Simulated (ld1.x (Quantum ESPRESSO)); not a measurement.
# Run report: Sn, pseudopotential generation (part 2 of 2)

The same run, continued: tin (Sn, Z = 50), core [Kr], reference valence 4d10 5s2 5p2, valence charge 14. Method: TM potential, PBE, fully relativistic, made with ld1.x (Quantum ESPRESSO) 7.5.

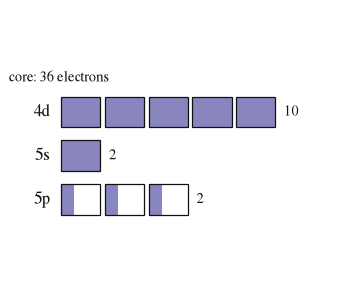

The valence shells of the reference configuration: a box for each of the 2l + 1 orbitals, shaded by the share of the shell that is filled, with the electron count at the right.

**Output of the test run (extracts), continued**
```
     ---------------------- Testing the pseudopotential ----------------------

     Sn
     dirac relativistic calculation

     atomic number is 50.00   valence charge is 14.00
     dft =PBE   lsd =0 sic =0 latt =0  beta=0.20 tr2=1.0E-14
     mesh =1243 r(mesh) = 100.78374 xmin = -7.00 dx = 0.01250

     n l  j  nl             e AE (Ry)       e PS (Ry)    De AE-PS (Ry)
     3 2 1.5 4D   1( 4.00)       -4.09271       -4.08383       -0.00888  !
     3 2 2.5 4D   1( 6.00)       -4.01462       -4.00601       -0.00861  !
     1 0 0.5 5S   1( 1.00)       -2.64252       -2.64484        0.00232
     2 1 0.5 5P   1( 0.00)       -2.01331       -2.01558        0.00227
     2 1 1.5 5P   1( 0.00)       -1.94972       -1.95241        0.00269

     eps = 7.3E-15  iter =  8

     Etot =  -12354.200940 Ry,   -6177.100470 Ha, -168087.466773 eV
     Etotps =  -155.315249 Ry,     -77.657624 Ha,   -2113.171610 eV
     dEtot_ae =       3.809322 Ry
     dEtot_ps =       3.810533 Ry,   Delta E=      -0.001211 Ry

     Ekin =      95.405679 Ry,      47.702840 Ha,    1298.060393 eV
     Encl =    -174.365476 Ry,     -87.182738 Ha,   -2372.363153 eV
     Ehrt =      91.463336 Ry,      45.731668 Ha,    1244.422079 eV
     Ecxc =     -44.310427 Ry,     -22.155214 Ha,    -602.874073 eV
     (Ecc =     -23.205682 Ry,     -11.602841 Ha,    -315.729393 eV)
     Epseu=    -123.508361 Ry,     -61.754180 Ha,   -1680.416856 eV

     ---------------------- End of pseudopotential test ----------------------

     ---------------------- Testing the pseudopotential ----------------------

     Sn
     dirac relativistic calculation

     atomic number is 50.00   valence charge is 14.00
     dft =PBE   lsd =0 sic =0 latt =0  beta=0.20 tr2=1.0E-14
     mesh =1243 r(mesh) = 100.78374 xmin = -7.00 dx = 0.01250

     n l  j  nl             e AE (Ry)       e PS (Ry)    De AE-PS (Ry)
     3 2 1.5 4D   1( 4.00)       -1.79581       -1.79636        0.00054
     3 2 2.5 4D   1( 6.00)       -1.71931       -1.71985        0.00054
     1 0 0.5 5S   1( 2.00)       -0.63588       -0.63594        0.00006
     2 1 0.5 5P   1( 0.77)       -0.16734       -0.16736        0.00002
     2 1 1.5 5P   1( 1.53)       -0.13736       -0.13737        0.00002

     eps = 8.4E-15  iter = 18

     Etot =  -12358.072924 Ry,   -6179.036462 Ha, -168140.147800 eV
     Etotps =  -159.188439 Ry,     -79.594220 Ha,   -2165.869053 eV
     dEtot_ae =      -0.062662 Ry
     dEtot_ps =      -0.062657 Ry,   Delta E=      -0.000005 Ry

     Ekin =      95.482623 Ry,      47.741311 Ha,    1299.107266 eV
     Encl =    -206.914005 Ry,    -103.457003 Ha,   -2815.208460 eV
     Ehrt =     119.733923 Ry,      59.866961 Ha,    1629.063010 eV
     Ecxc =     -45.874529 Ry,     -22.937265 Ha,    -624.154767 eV
     (Ecc =     -23.205682 Ry,     -11.602841 Ha,    -315.729393 eV)
     Epseu=    -121.616450 Ry,     -60.808225 Ha,   -1654.676103 eV

     ---------------------- End of pseudopotential test ----------------------

     ---------------------- Testing the pseudopotential ----------------------

     Sn
     dirac relativistic calculation

     atomic number is 50.00   valence charge is 14.00
     dft =PBE   lsd =0 sic =0 latt =0  beta=0.20 tr2=1.0E-14
     mesh =1243 r(mesh) = 100.78374 xmin = -7.00 dx = 0.01250

     n l  j  nl             e AE (Ry)       e PS (Ry)    De AE-PS (Ry)
     3 2 1.5 4D   1( 4.00)       -2.05210       -2.05325        0.00115
     3 2 2.5 4D   1( 6.00)       -1.97523       -1.97637        0.00114
     1 0 0.5 5S   1( 1.00)       -0.83818       -0.83831        0.00014
     2 1 0.5 5P   1( 1.00)       -0.34165       -0.34154       -0.00011
     2 1 1.5 5P   1( 2.00)       -0.30615       -0.30602       -0.00013

     eps = 6.2E-15  iter = 12

     Etot =  -12357.498754 Ry,   -6178.749377 Ha, -168132.335821 eV
     Etotps =  -158.614143 Ry,     -79.307071 Ha,   -2158.055352 eV
     dEtot_ae =       0.511508 Ry
     dEtot_ps =       0.511639 Ry,   Delta E=      -0.000131 Ry

     Ekin =      95.987460 Ry,      47.993730 Ha,    1305.975929 eV
     Encl =    -203.257708 Ry,    -101.628854 Ha,   -2765.462007 eV
     Ehrt =     116.343728 Ry,      58.171864 Ha,    1582.937063 eV
     Ecxc =     -45.659152 Ry,     -22.829576 Ha,    -621.224417 eV
     (Ecc =     -23.205682 Ry,     -11.602841 Ha,    -315.729393 eV)
     Epseu=    -122.028470 Ry,     -61.014235 Ha,   -1660.281921 eV

     ---------------------- End of pseudopotential test ----------------------

     ---------------------- Testing the pseudopotential ----------------------

     Sn
     dirac relativistic calculation

     atomic number is 50.00   valence charge is 14.00
     dft =PBE   lsd =0 sic =0 latt =0  beta=0.20 tr2=1.0E-14
     mesh =1243 r(mesh) = 100.78374 xmin = -7.00 dx = 0.01250

     n l  j  nl             e AE (Ry)       e PS (Ry)    De AE-PS (Ry)
     3 2 1.5 4D   1( 4.00)       -5.02092       -5.01400       -0.00692  !
     3 2 2.5 4D   1( 6.00)       -4.94163       -4.93506       -0.00657  !
     1 0 0.5 5S   1( 0.00)       -3.40719       -3.41460        0.00741  !
     2 1 0.5 5P   1( 0.00)       -2.72234       -2.72927        0.00693  !
     2 1 1.5 5P   1( 0.00)       -2.64594       -2.65403        0.00808  !

     eps = 7.2E-16  iter =  7

     Etot =  -12351.178441 Ry,   -6175.589220 Ha, -168046.343573 eV
     Etotps =  -152.288225 Ry,     -76.144113 Ha,   -2071.986861 eV
     dEtot_ae =       6.831822 Ry
     dEtot_ps =       6.837557 Ry,   Delta E=      -0.005735 Ry

     Ekin =      95.795244 Ry,      47.897622 Ha,    1303.360690 eV
     Encl =    -161.195621 Ry,     -80.597811 Ha,   -2193.178157 eV
     Ehrt =      81.610648 Ry,      40.805324 Ha,    1110.369430 eV
     Ecxc =     -43.666991 Ry,     -21.833495 Ha,    -594.119676 eV
     (Ecc =     -23.205682 Ry,     -11.602841 Ha,    -315.729393 eV)
     Epseu=    -124.831505 Ry,     -62.415752 Ha,   -1698.419147 eV

     ---------------------- End of pseudopotential test ----------------------

     ---------------------- Testing the pseudopotential ----------------------

     Sn
     dirac relativistic calculation

     atomic number is 50.00   valence charge is 14.00
     dft =PBE   lsd =0 sic =0 latt =0  beta=0.20 tr2=1.0E-14
     mesh =1243 r(mesh) = 100.78374 xmin = -7.00 dx = 0.01250

     n l  j  nl             e AE (Ry)       e PS (Ry)    De AE-PS (Ry)
     3 2 1.5 4D   1( 4.00)       -2.63771       -2.63600       -0.00171
     3 2 2.5 4D   1( 6.00)       -2.56065       -2.55898       -0.00166
     1 0 0.5 5S   1( 1.00)       -1.37374       -1.37370       -0.00004
     2 1 0.5 5P   1( 0.67)       -0.83578       -0.83559       -0.00019
     2 1 1.5 5P   1( 1.33)       -0.79166       -0.79149       -0.00017

     eps = 9.8E-16  iter =  9

     Etot =  -12356.943307 Ry,   -6178.471654 Ha, -168124.778577 eV
     Etotps =  -158.058858 Ry,     -79.029429 Ha,   -2150.500323 eV
     dEtot_ae =       1.066955 Ry
     dEtot_ps =       1.066924 Ry,   Delta E=       0.000032 Ry

     Ekin =      95.829808 Ry,      47.914904 Ha,    1303.830955 eV
     Encl =    -195.006313 Ry,     -97.503156 Ha,   -2653.196047 eV
     Ehrt =     108.637367 Ry,      54.318684 Ha,    1478.086678 eV
     Ecxc =     -45.255676 Ry,     -22.627838 Ha,    -615.734846 eV
     (Ecc =     -23.205682 Ry,     -11.602841 Ha,    -315.729393 eV)
     Epseu=    -122.264044 Ry,     -61.132022 Ha,   -1663.487063 eV

     ---------------------- End of pseudopotential test ----------------------
```

**Summary**

- outcome: generated
- cutoffs needed: 70 Ry and 110 Ry (the cutoffs, on a coarse ladder, from which the occupation-weighted sum of valence levels, in a spherical-Bessel basis at the reference potential, stays within 10 and 1 mRy of its value at 400 Ry); ghost states and empty shells don't enter this sum
- ghost test: no ghost state below the valence levels in the p1/2, p3/2, d3/2, d5/2, s, f channels (spherical-Bessel basis up to 400 Ry, 20 bohr box)
- largest excitation error: -78 meV (all-electron minus pseudo) for 4d10 5s0 5p0, out of 7 test configurations
- range over which the phases arctan(r u′/u) at the test radius agree within 0.05 rad (a looser test near the poles than one of phase shifts): s: up to about 3.6 Ry; p1/2: over the whole range computed; p3/2: up to about 4.9 Ry; d3/2: up to about 0.3 Ry; d5/2: up to about 0.4 Ry
- hardware: 1 CPU thread, shared host
- wall time: 1.9 s
